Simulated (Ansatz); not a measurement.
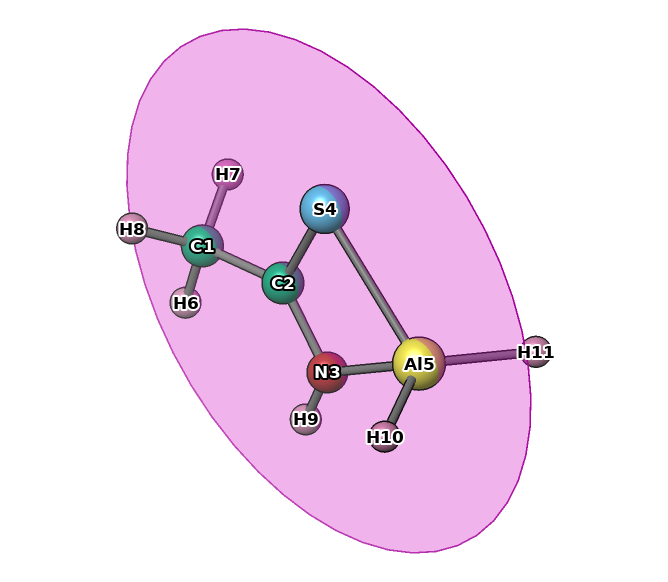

A disc through the centre of mass is drawn in. Distant atoms are faded towards the background colour. Computed geometry: PBE0-D4/def2-TZVP optimisation. No frequency run is at hand to confirm it as a minimum.

Is the plane of the disc a mirror plane of the structure?

Yes. The reflection leaves C1, C2, N3, S4, Al5, H6, H9 in place and moves H7 ↔ H8; H10 ↔ H11. The point group is Cs.
